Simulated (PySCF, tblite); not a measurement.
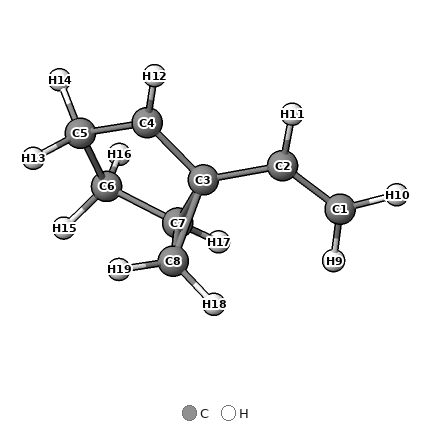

First-order isotropic EPR spectrum (fast tumbling, first derivative) of C₈H₁₁, SMILES C=C[C@@]12[CH]CC[C@@H]1C2, doublet at 9.30 GHz, Lorentzian lines of 0.07 mT full width at half height, from computed g and hyperfine couplings (B3LYP/pcH-1, PySCF 2.14.0, at a GFN2-xTB geometry (a minimum by its frequencies), gas phase); values of one conformer, averaged over methyl-type rotors alone; other conformers aren't averaged in; no vibrational averaging; dilute isotopes left out. The SMILES is one Lewis form and needn't show where the spin sits.

Give g and the hyperfine couplings.

Answer. g_iso = 2.0027, which centres the spectrum at 331.8 mT; it spans 9.8 mT.

| nuclei | isotope | a (mT) | a (MHz) |
| --- | --- | --- | --- |
| H13 | ¹H | 4.48 | 125.5 |
| H14 | ¹H | 2.35 | 65.9 |
| H12 | ¹H | −2.20 | −61.8 |
| H18 | ¹H | 0.32 | 8.9 |
| H19 | ¹H | −0.23 | −6.4 |
| H11 | ¹H | −0.07 | −1.9 |
| H10 | ¹H | 0.06 | 1.6 |
| H16 | ¹H | −0.05 | −1.3 |
| H9 | ¹H | 0.03 | 0.9 |
| H17 | ¹H | 0.03 | 0.7 |
| H15 | ¹H | −0.02 | −0.6 |

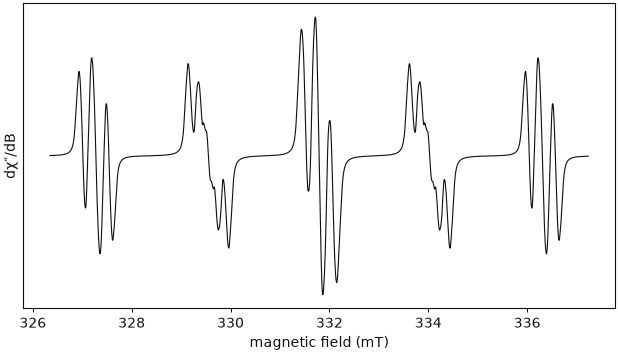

Caveats: the tight-binding geometry is rougher than a DFT one and adds to the error.
